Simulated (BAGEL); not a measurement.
**CH4B2F2 (SMILES BCB(F)F) at HF/STO-3G (density fitting with qzvpp-jkfit)**

What is the vertical ionisation energy of CH4B2F2 at HF/STO-3G (density fitting with qzvpp-jkfit)? 

The results are computed with BAGEL 1.2.2.

**1. The system as given**

CH4B2F2: 9 atoms, total charge 0, spin state singlet. SMILES: `BCB(F)F`. The coordinates come from a GFN2-xTB relaxation.

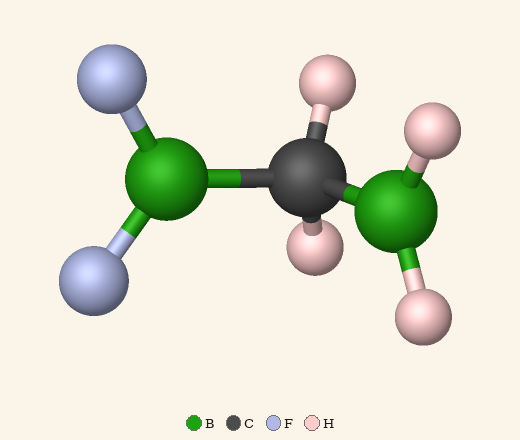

The structure, seen from a chosen angle (boron green, carbon dark grey, fluorine light blue, hydrogen pink).

**2. A single-point energy at HF/STO-3G (density fitting with qzvpp-jkfit)**

Contents of input.json:

```json
{ "bagel": [

{
  "title": "molecule",
  "basis": "sto-3g",
  "df_basis": "qzvpp-jkfit",
  "angstrom": true,
  "geometry": [
    { "atom": "B", "xyz": [   -0.803290,    0.963750,   -0.424610 ] },
    { "atom": "C", "xyz": [   -0.451250,   -0.402530,    0.272350 ] },
    { "atom": "B", "xyz": [    1.108360,   -0.578850,    0.176750 ] },
    { "atom": "F", "xyz": [    1.705570,   -1.199440,   -0.822310 ] },
    { "atom": "F", "xyz": [    1.945200,   -0.090920,    1.071500 ] },
    { "atom": "H", "xyz": [   -0.779980,    1.952370,    0.194100 ] },
    { "atom": "H", "xyz": [   -1.060040,    0.987440,   -1.563270 ] },
    { "atom": "H", "xyz": [   -0.930500,   -1.241530,   -0.228020 ] },
    { "atom": "H", "xyz": [   -0.734070,   -0.390300,    1.323510 ] }
  ]
},
{
  "title": "hf"
},
{
  "title": "print",
  "file": "orbitals.molden",
  "orbitals": true
}

]}
```

Command:

```bash
BAGEL_NUM_THREADS=1 BAGEL input.json > input.out
```

What it wrote:

```text
* using 1 threads per process

  ===============================================================
  ===============================================================

  *** Geometry ***

  { "atom" : "B", "xyz" : [     -1.517998,      1.821224,     -0.802397 ] },
  { "atom" : "C", "xyz" : [     -0.852739,     -0.760671,      0.514667 ] },
  { "atom" : "B", "xyz" : [      2.094497,     -1.093868,      0.334009 ] },
  { "atom" : "F", "xyz" : [      3.223060,     -2.266613,     -1.553941 ] },
  { "atom" : "F", "xyz" : [      3.675895,     -0.171814,      2.024842 ] },
  { "atom" : "H", "xyz" : [     -1.473949,      3.689445,      0.366796 ] },
  { "atom" : "H", "xyz" : [     -2.003185,      1.865991,     -2.954152 ] },
  { "atom" : "H", "xyz" : [     -1.758390,     -2.346152,     -0.430895 ] },
  { "atom" : "H", "xyz" : [     -1.387191,     -0.737560,      2.501071 ] },

  Number of auxiliary basis functions:      451

  Since a DF basis is specified, we compute 2- and 3-index integrals:
    o Being stored without compression. Storage requirement is 0.003 GB

  Number of basis functions:       29
  Number of electrons      :       38

    * METHOD: MOLECULE                             0.15

  *** RHF ***

  === Nuclear Repulsion ===
   149.8925735765

      * DIIS with orbital gradients will be used.

  === RHF iteration (sto-3g) ===
      0       -284.56885696          0.01952615           0.01
      1       -284.67030143          0.00486048           0.01
      2       -284.67609824          0.00104045           0.01
      3       -284.67653547          0.00013992           0.01
      4       -284.67654322          0.00004523           0.01
      5       -284.67654411          0.00000894           0.01
      6       -284.67654415          0.00000250           0.01
      7       -284.67654415          0.00000077           0.01
      8       -284.67654415          0.00000023           0.01
      9       -284.67654415          0.00000007           0.01
     10       -284.67654415          0.00000002           0.01
     11       -284.67654415          0.00000001           0.01
    * SCF iteration converged.

    * Permanent dipole moment:
           (    0.278598,     0.097333,    -0.091786) a.u.

    * METHOD: HF                                   0.24

    * METHOD: PRINT                                0.00

  ===============================================================
```

Wall time 0.5 s (1 thread of Arm Neoverse V1, shared host); peak memory 0.079 GiB.

**3. The doublet cation**

Contents of hf.json:

```json
{ "bagel": [

{
  "title": "molecule",
  "basis": "sto-3g",
  "df_basis": "qzvpp-jkfit",
  "angstrom": true,
  "geometry": [
    { "atom": "B", "xyz": [      -0.803290,       0.963750,      -0.424610 ] },
    { "atom": "C", "xyz": [      -0.451250,      -0.402530,       0.272350 ] },
    { "atom": "B", "xyz": [       1.108360,      -0.578850,       0.176750 ] },
    { "atom": "F", "xyz": [       1.705570,      -1.199440,      -0.822310 ] },
    { "atom": "F", "xyz": [       1.945200,      -0.090920,       1.071500 ] },
    { "atom": "H", "xyz": [      -0.779980,       1.952370,       0.194100 ] },
    { "atom": "H", "xyz": [      -1.060040,       0.987440,      -1.563270 ] },
    { "atom": "H", "xyz": [      -0.930500,      -1.241530,      -0.228020 ] },
    { "atom": "H", "xyz": [      -0.734070,      -0.390300,       1.323510 ] }
  ]
},

{
  "title": "uhf",
  "charge": 1,
  "nopen": 1
},

{
  "title": "print",
  "file": "orbitals.molden",
  "orbitals": true
}

]}
```

Command:

```bash
BAGEL_NUM_THREADS=1 BAGEL hf.json > hf.out
```

What it wrote:

```text
* using 1 threads per process

  ===============================================================
  ===============================================================

  *** Geometry ***

  { "atom" : "B", "xyz" : [     -1.517998,      1.821224,     -0.802397 ] },
  { "atom" : "C", "xyz" : [     -0.852739,     -0.760671,      0.514667 ] },
  { "atom" : "B", "xyz" : [      2.094497,     -1.093868,      0.334009 ] },
  { "atom" : "F", "xyz" : [      3.223060,     -2.266613,     -1.553941 ] },
  { "atom" : "F", "xyz" : [      3.675895,     -0.171814,      2.024842 ] },
  { "atom" : "H", "xyz" : [     -1.473949,      3.689445,      0.366796 ] },
  { "atom" : "H", "xyz" : [     -2.003185,      1.865991,     -2.954152 ] },
  { "atom" : "H", "xyz" : [     -1.758390,     -2.346152,     -0.430895 ] },
  { "atom" : "H", "xyz" : [     -1.387191,     -0.737560,      2.501071 ] },

  Number of auxiliary basis functions:      451

  Since a DF basis is specified, we compute 2- and 3-index integrals:
    o Being stored without compression. Storage requirement is 0.003 GB

  Number of basis functions:       29
  Number of electrons      :       38

    * METHOD: MOLECULE                             0.15

  *** Open-shell HF ***

  === Nuclear Repulsion ===
   149.8925735765

      * DIIS with orbital gradients will be used.

  === UHF iteration (sto-3g) ===
      0       -284.12687365          0.04922736           0.03
      1       -284.27908144          0.02147593           0.03
      2       -284.30338716          0.00885580           0.03
      3       -284.30829985          0.00200651           0.03
      4       -284.30949697          0.00116035           0.03
      5       -284.31014597          0.00084217           0.03
      6       -284.31065822          0.00063742           0.03
      7       -284.31120156          0.00034104           0.03
      8       -284.31135752          0.00021448           0.03
      9       -284.31142781          0.00011536           0.03
     10       -284.31144292          0.00004775           0.03
     11       -284.31144462          0.00002681           0.03
     12       -284.31144521          0.00001235           0.03
     13       -284.31144535          0.00000646           0.03
     14       -284.31144538          0.00000325           0.03
     15       -284.31144538          0.00000202           0.03
     16       -284.31144539          0.00000133           0.03
     17       -284.31144539          0.00000088           0.03
     18       -284.31144539          0.00000070           0.03
     19       -284.31144539          0.00000044           0.03
     20       -284.31144539          0.00000030           0.03
     21       -284.31144539          0.00000020           0.03
     22       -284.31144539          0.00000009           0.03
     23       -284.31144539          0.00000005           0.03
     24       -284.31144539          0.00000003           0.03
     25       -284.31144539          0.00000002           0.03
     26       -284.31144539          0.00000001           0.03
    * SCF iteration converged.

    * S^2 (UHF) is 0.7704

    * Permanent dipole moment:
           (    1.322302,    -0.060677,    -0.125650) a.u.

    * METHOD: UHF                                  0.83

    * METHOD: PRINT                                0.00

  ===============================================================
```

Wall time 1.1 s (1 thread of Arm Neoverse V1, shared host); peak memory 0.079 GiB.

**4. Summary of results**

Level: HF/STO-3G (density fitting with qzvpp-jkfit).

| quantity | value |
| --- | --- |
| singlet CH4B2F2: total energy | -284.67654 Eh |
| singlet CH4B2F2: dipole moment | 0.79 D |
| singlet CH4B2F2: HOMO energy | -10.80 eV |
| singlet CH4B2F2: LUMO energy | 6.24 eV |
| singlet CH4B2F2: HOMO–LUMO gap | 17.04 eV |
| doublet cation: total energy | -284.31145 Eh |
| doublet cation: ⟨S²⟩ | 0.770 |
| vertical ionisation energy (to the doublet cation) | 9.935 eV |

What this shows: The vertical ionisation energy comes to 9.93 eV (959 kJ/mol). −ε(HOMO) before ionisation, 10.80 eV, is 0.86 eV above this ionisation energy. In a minimal basis such a difference can be off by several eV, whatever the method.
